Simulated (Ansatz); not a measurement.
Cell of GaN-ML on WS2 (WS2 trigonal-prismatic (1H); facing N atop S, held by symmetry; GaN-ML a predicted or substrate-bound sheet, here free; layers strained to one cell), with its geometry taken from a PBE+D3(BJ) run:

```
CELL_PARAMETERS angstrom
      3.15936     0.00000     0.00000
     -1.57968     2.73608     0.00000
      0.00000     0.00000    24.49000
ATOMIC_POSITIONS crystal
  S  0.66667 0.33333 0.36408
  W  0.33333 0.66667 0.42842
  S  0.66667 0.33333 0.49273
  Ga 0.00000 0.00000 0.63698
  N  0.66667 0.33333 0.63761
```

Calculation: HSE06 (plane waves to 420 eV, PAW; Ansatz, a first-principles code). Scalar-relativistic, without spin–orbit coupling. Its k-point mesh 9×9×1, Fermi–Dirac width 0.01 eV. HSE06 ran on meshes of its own (9×9×1); its edges and gaps are taken over the mesh and over extra points off it, mostly where PBE has its edges. A dipole correction is on.

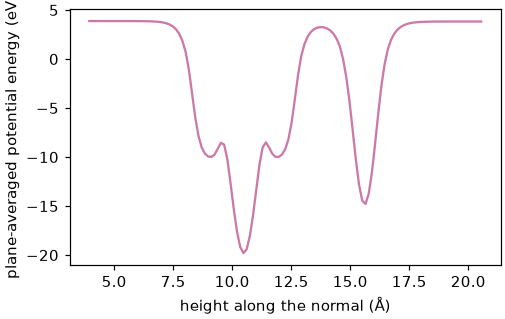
*Smooth (PAW) electrostatic potential energy of an electron, averaged over planes, about its mean*

The curve spans 23.7 eV over the stretch drawn.
